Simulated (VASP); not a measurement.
Band structure of CuOs. Calculation: PBE GGA, VASP's PBE PAW potentials (set 64) (plane waves; VASP 6.6.1).

The cell holds a wide vacuum, so values per volume refer to the whole cell. Unless said otherwise, spin-orbit coupling is left out, though it shifts the bands of the heavy elements here.

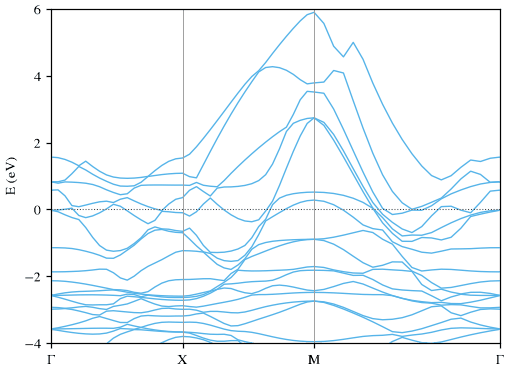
Figure. Bands along high-symmetry lines, zero at the valence-band maximum or, without a gap, the Fermi level

Q: Read the plot: is there a gap, and where are the band edges?

A: It has no gap at this level: it comes out as a metal or semimetal.

The cell is a sheet with vacuum, built from a generated structure.
